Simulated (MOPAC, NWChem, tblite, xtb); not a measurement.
# How methods differ on CH7BGeO2 (SMILES [CH3][GeH2][B](O)O)

CH7BGeO2: 12 atoms, total charge 0, spin state singlet. SMILES: `[CH3][GeH2][B](O)O`. The coordinates come from a PBE0-D4/def2-TZVP relaxation. This is one conformer, not always the lowest.

```xyz
12

C    -1.2244    1.3983   -0.1347
Ge    0.3598    0.5069    0.6089
B     0.6970   -1.3602   -0.2736
O     0.1998   -2.5132    0.2480
O     1.4060   -1.5098   -1.4243
H    -1.3756    2.3654    0.3453
H    -2.1133    0.7864    0.0241
H    -1.1026    1.5563   -1.2072
H     0.1586    0.3569    2.1350
H     1.5772    1.4379    0.4043
H    -0.2752   -2.3891    1.0705
H     1.7697   -0.6909   -1.7625
```

Quantity: the dipole moment, in D. The values are calculated.

```csv
level,kind,program,value (D),CPU time
AM1,semi-empirical,MOPAC,2.15,under 2 s
PM7,semi-empirical,MOPAC,1.91,under 2 s
GFN1-xTB,semi-empirical,xtb,2.67,under 2 s
IPEA1-xTB,semi-empirical,tblite,2.69,under 2 s
HF/STO-3G,Hartree–Fock,NWChem,1.51,11 s
HF/3-21G,Hartree–Fock,NWChem,2.70,12 s
HF/def2-SVP,Hartree–Fock,NWChem,2.15,34 s
B3LYP/6-31G* (spherical functions),global hybrid,NWChem,1.77,71 s
B3LYP/6-31G* (Cartesian functions),global hybrid,NWChem,1.75,70 s
PBE0/def2-SVP,global hybrid,NWChem,1.74,36 s
```

All-electron rows without a relativistic Hamiltonian named are non-relativistic. The values span 1.51 to 2.70 D. Magnitudes only. Sets without polarisation functions give poor dipoles. Without the sets that lack polarisation functions the rows with a basis span only 1.74 to 2.15 D. Times are those of the runs behind each value, whatever else they computed, on shared processors of several kinds: orders of magnitude only.

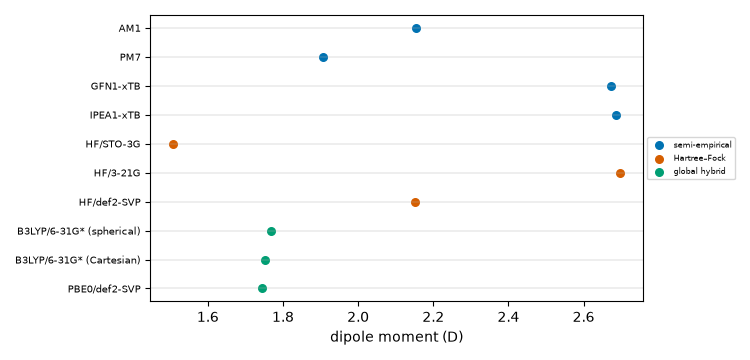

The values of the table, level by level.
